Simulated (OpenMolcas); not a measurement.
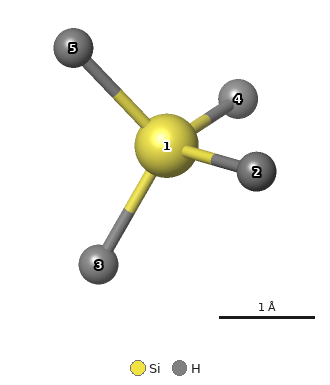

*The input geometry (ball-and-stick view, seen at a tilt; atoms are numbered from 1 in the order of the input).*

Single-point calculation, with input and output: SiH₄

System: SiH₄.
Method: CASSCF/6-31G (OpenMolcas 26.06).

The geometry comes from this level: PBE0-D4/def2-TZVP.

**What the program printed**
```
--- Start Module: gateway ---

                                              &GATEWAY

                       available to each process: 1.9 GB of memory, 1 thread

++    Symmetry information:
      ---------------------

                    Character Table for C1

                             E
                    a        1  x, y, xy, Rz, z, xz, Ry, yz, Rx, I
--

++    Basis set information:
      ----------------------

      Basis set label: SI.6-31G.........

      Electronic valence basis set:
      ------------------
      Associated Effective Charge  14.000000 au
      Associated Actual Charge     14.000000 au
      Nuclear Model: Point charge

      Shell  nPrim  nBasis  Cartesian Spherical Contaminant
         s      16       4        X
         p      10       3        X

      Basis set label: H.6-31G.........

      Electronic valence basis set:
      ------------------
      Associated Effective Charge   1.000000 au
      Associated Actual Charge      1.000000 au
      Nuclear Model: Point charge

      Shell  nPrim  nBasis  Cartesian Spherical Contaminant
         s       4       2        X
--

++    Molecular structure info:
      -------------------------

                    ************************************************
                    **** Cartesian Coordinates / bohr, angstrom ****
                    ************************************************

     Center  Label                x              y              z                     x              y              z
        1      SI1              0.000000       0.000000      -0.000189              0.000000       0.000000      -0.000100
        2      H2               1.828499      -1.300887       1.683557              0.967600      -0.688400       0.890900
        3      H3              -2.515225       0.084849       1.239660             -1.331000       0.044900       0.656000
        4      H4              -0.198610      -1.398964      -2.423763             -0.105100      -0.740300      -1.282600
        5      H5               0.885337       2.615003      -0.499266              0.468500       1.383800      -0.264200

                    ***************************************
                    *    InterNuclear Distances / bohr    *
                    ***************************************

               1 SI1           2 H2            3 H3            4 H4            5 H5
    1 SI1      0.000000
    2 H2       2.805480        0.000000
    3 H3       2.805492        4.580966        0.000000
    4 H4       2.805398        4.581361        4.581384        0.000000
    5 H5       2.805555        4.581317        4.581415        4.581546        0.000000

                    *******************************************
                    *    InterNuclear Distances / angstrom    *
                    *******************************************

               1 SI1           2 H2            3 H3            4 H4            5 H5
    1 SI1      0.000000
    2 H2       1.484596        0.000000
    3 H3       1.484602        2.424143        0.000000
    4 H4       1.484553        2.424352        2.424364        0.000000
    5 H5       1.484636        2.424329        2.424381        2.424450        0.000000

                    **************************************
                    *    Valence Bond Angles / degree    *
                    **************************************
                          Atom centers                 Phi
                      2 H2       1 SI1      3 H3       109.46
                      2 H2       1 SI1      4 H4       109.47
                      2 H2       1 SI1      5 H5       109.47
                      3 H3       1 SI1      4 H4       109.48
                      3 H3       1 SI1      5 H5       109.47
                      4 H4       1 SI1      5 H5       109.48
--

            Nuclear Potential Energy             21.27058826 au

--- Stop Module: gateway /rc=_RC_ALL_IS_WELL_ ---

--- Start Module: seward ---

                                              &SEWARD

                       available to each process: 1.9 GB of memory, 1 thread

               SEWARD will generate:
                  Multipole Moment integrals up to order  2
                  Kinetic Energy integrals
                  Nuclear Attraction integrals (point charge)
                  One-Electron Hamiltonian integrals
                  Velocity integrals
                  Orbital angular momentum around (  0.0000  -0.0000  -0.0002 )
                  Velocity quadrupole around (  0.0000  -0.0000  -0.0002 )
                  RI decomposed two-electron repulsion integrals stored Cholesky style
                   - acCD auxiliary basis
                   - CD Threshold:   1.00E-04

                   Integrals are discarded if absolute value <: 1.00E-14
                   Integral cutoff threshold is set to       <: 1.00E-16

            Nuclear Potential Energy             21.27058826 au

      Basis set specifications :
      Symmetry species         a
      Basis functions           21

--- Stop Module: seward /rc=_RC_ALL_IS_WELL_ ---

--- Start Module: rasscf ---

                                              &RASSCF

                       available to each process: 1.9 GB of memory, 1 thread

      Header of the ONEINT file:
      --------------------------

      OrdInt status: non-squared

      Cartesian coordinates in angstrom:
      -----------------------------------------------------
      No.  Label        X            Y            Z
      -----------------------------------------------------
       1   SI1        0.00000000   0.00000000  -0.00010000
       2   H2         0.96760000  -0.68840000   0.89090000
       3   H3        -1.33100000   0.04490000   0.65600000
       4   H4        -0.10510000  -0.74030000  -1.28260000
       5   H5         0.46850000   1.38380000  -0.26420000
      -----------------------------------------------------
      Nuclear repulsion energy =   21.27058826

++    Wave function specifications:
      -----------------------------

      Number of closed shell electrons          10
      Number of electrons in active shells       8
      Max number of holes in RAS1 space          0
      Max nr of electrons in RAS3 space          0
      Number of inactive orbitals                5
      Number of active orbitals                  8
      Number of secondary orbitals               8
      Spin quantum number                      0.0
      State symmetry                             1
--

++    Orbital specifications:
      -----------------------

      Symmetry species                           1
                                                 a
      Frozen orbitals                            0
      Inactive orbitals                          5
      Active orbitals                            8
      RAS1 orbitals                              0
      RAS2 orbitals                              8
      RAS3 orbitals                              0
      Secondary orbitals                         8
      Deleted orbitals                           0
      Number of basis functions                 21
--

++    CI expansion specifications:
      ----------------------------

      Number of CSFs                          1764
      Number of spin combinations             2485
      Number of determinants                  4900
      Number of root(s) required                 1
      Root chosen for geometry opt.              1
      CI root used                               1

      highest root included in the CI            1
      max. size of the explicit Hamiltonian    200
--

++    Optimization specifications:
      ----------------------------

      RASSCF algorithm: LK RI/DF
      Maximum number of macro iterations       200
      Maximum number of SX iterations          100
      Threshold for RASSCF energy            1.000E-08
      Threshold for max MO rotation          1.000E-01
      Threshold for max BLB element          1.000E-04
      Level shift parameter                  5.000E-01
      Make Quasi-Newton update
--

      The MO-coefficients are taken from the file:
      step1.ScfOrb
      Title: SCF orbitals

      Total molecular charge    0.00

      ************************************************************************************************************************
      *                                            Wave function control section                                             *
      ************************************************************************************************************************

                                         RASSCF iterations: Energy and convergence statistics
                                         ----------------------------------------------------

          iter iter root      energy       change     param      element    value   shift minimum  type update hh:mm:ss
 Nr of preliminary CI iterations:   3
        1   1   11    1  -291.18773462    0.00E+00  -5.49E-01*  13  14 1 -5.02E-03*  0.00   0.00    SX    NO    0:00:00
        2   4    9    1  -291.23220793   -4.45E-02* -1.18E-01*   9  19 1  1.41E-02*  0.00   0.00    SX    NO    0:00:00
        3   3    6    1  -291.23844488   -6.24E-03*  5.20E-02    9  16 1  4.52E-03*  0.00   0.00    SX    NO    0:00:00
        4   3    6    1  -291.23946383   -1.02E-03*  2.52E-02    9  16 1  1.97E-03*  0.00   0.00    SX    NO    0:00:00
        5   3    6    1  -291.23967816   -2.14E-04*  2.18E-02    9  16 1  8.81E-04*  0.00   1.95    LS   YES    0:00:00
        6   4    5    1  -291.23974332   -6.52E-05* -3.52E-03    9  19 1 -1.04E-03*  0.00   1.10    QN   YES    0:00:00
        7   3    5    1  -291.23974879   -5.47E-06* -2.09E-03    9  19 1 -2.85E-04*  0.00   1.60    LS   YES    0:00:00
        8   4    5    1  -291.23974969   -9.00E-07* -1.65E-03    9  19 1  1.56E-04*  0.00   1.02    QN   YES    0:00:00
        9   3    5    1  -291.23975020   -5.09E-07* -9.71E-04    9  19 1  1.42E-04*  0.00   1.59    LS   YES    0:00:00
       10   3    5    1  -291.23975028   -8.45E-08*  4.49E-04    9  19 1  1.34E-04*  0.00   1.05    QN   YES    0:00:00
       11   3    4    1  -291.23975035   -6.95E-08*  2.51E-04    9  19 1  4.91E-05   0.00   1.56    LS   YES    0:00:00
       12   3    4    1  -291.23975036   -1.07E-08* -4.90E-05    6  14 1  2.46E-05   0.00   1.12    QN   YES    0:00:00
       13   1    3    1  -291.23975036   -6.82E-10  -5.69E-06    6  14 1  3.03E-06   0.00   1.12    QN   YES    0:00:00
      Convergence after 13 iterations
       14   1    3    1  -291.23975036   -5.18E-11  -5.69E-06    4  10 1 -1.19E-07   0.00   1.12    QN   YES    0:00:00

      ************************************************************************************************************************
                                                      Wave function printout:
                       occupation of active orbitals, and spin coupling of open shells (u,d: Spin up or down)
      ************************************************************************************************************************

      Note: transformation to natural orbitals
      has been made, which may change the order of the CSFs.

      printout of CI-coefficients larger than  0.05 for root  1
      energy=    -291.239750
      conf/sym  11111111     Coeff  Weight
             1  22220000   0.97525 0.95110
            18  22202000  -0.05522 0.00305
            54  u22du00d   0.05035 0.00253
            60  22020200  -0.05874 0.00345
            93  20220020  -0.07101 0.00504
           106  ud2200ud  -0.05575 0.00311

      Natural orbitals and occupation numbers for root  1
      sym 1:   1.985053   1.971756   1.971753   1.971753   0.023007   0.023005   0.023001   0.030672

      ************************************************************************************************************************
      *                                                    Final results                                                     *
      ************************************************************************************************************************

++    Final optimization conditions:
      ------------------------------

      Average CI energy                            -291.23975036
      RASSCF energy for state  1                   -291.23975036
      Super-CI energy                                -0.00000000
      RASSCF energy change                            0.00000000
      Max change in MO coefficients               2.196E-05
      Max non-diagonal density matrix element    -5.686E-06
      Maximum BLB matrix element                 -1.193E-07
      (orbital pair   4,  10 in symmetry   1)
      Norm of electronic gradient            3.347E-07
--

      Final state energy(ies):
      ------------------------

::    RASSCF root number  1 Total energy:   -291.23975036
      Von Neumann Entropy (Root   1) =  0.38615

      Mulliken population analysis for root number:  1
      -----------------------------------------------

++    Molecular charges:
      ------------------

      Mulliken charges per centre
      ---------------------------

                SI1     H2      H3      H4      H5
      Total   13.3901  1.1525  1.1525  1.1525  1.1525

      N-E      0.6099 -0.1525 -0.1525 -0.1525 -0.1525

      Total electronic charge=   18.000000

      Total            charge=   -0.000000
--

      Expectation values of various properties for root number:  1
      -----------------------------------------------------------

++    Molecular properties:
      ---------------------

      Charge (e):
                      =   -0.0000
      Dipole Moment (debye):
      Origin of the operator (angstrom)=    0.0000   -0.0000   -0.0001
                   X= -6.2675E-06               Y= -3.7814E-05               Z= -5.4247E-04           Total=  5.4383E-04
      Quadrupole Moment (debye*angstrom):
      Origin of the operator (angstrom)=    0.0000   -0.0000   -0.0001
                  XX= -1.6959E+01              XY= -7.3889E-06              XZ=  2.0861E-05              YY= -1.6959E+01
                  YZ=  1.1875E-04              ZZ= -1.6959E+01
      In traceless form (debye*angstrom)
                  XX= -8.6030E-05              XY= -1.1083E-05              XZ=  3.1291E-05              YY= -1.0034E-05
                  YZ=  1.7812E-04              ZZ=  9.6064E-05
--

      Average orbitals are written to the RASORB file
      Natural orbitals for root   1 are written to the RASORB.1 file
      Spin density orbitals for root   1 are written to the SPDORB.1 file

--- Stop Module: rasscf /rc=_RC_ALL_IS_WELL_ ---
--- Module rasscf spent 1 second ---

.##################.
.# Happy landing! #.
.##################.

    Timing: Wall=2.02 User=1.66 System=0.35
```

The run was set up as follows.

**Input file**
```
* H4Si CASSCF
>>> EXPORT MOLCAS_PRINT=2
&GATEWAY
Coord
5
angstrom
Si       0.000000       0.000000      -0.000100
H        0.967600      -0.688400       0.890900
H       -1.331000       0.044900       0.656000
H       -0.105100      -0.740300      -1.282600
H        0.468500       1.383800      -0.264200
Basis=6-31G
Group=NoSym
RICD
&SEWARD
&RASSCF
FileOrb=$CurrDir/step1.ScfOrb
Spin=1
Nactel=8 0 0
Inactive=5
Ras2=8
OrbListing=Nothing
OrbAppear=Compact
```

Run as:
```bash
export MOLCAS_MEM=1860
pymolcas step2.input > step2.log
```

**Key numbers**

```tsv
quantity	value
outcome	converged
total energy	−291.239750 hartree
CASSCF energy	−291.239750 hartree
basis functions	21
hardware	1 thread of Arm Neoverse V1, 24 GiB of memory available, shared host
wall time	2.3 s
peak memory	0.082 GiB
```

The record of the run, not the program, notes: an active orbital turned away from the chosen space.
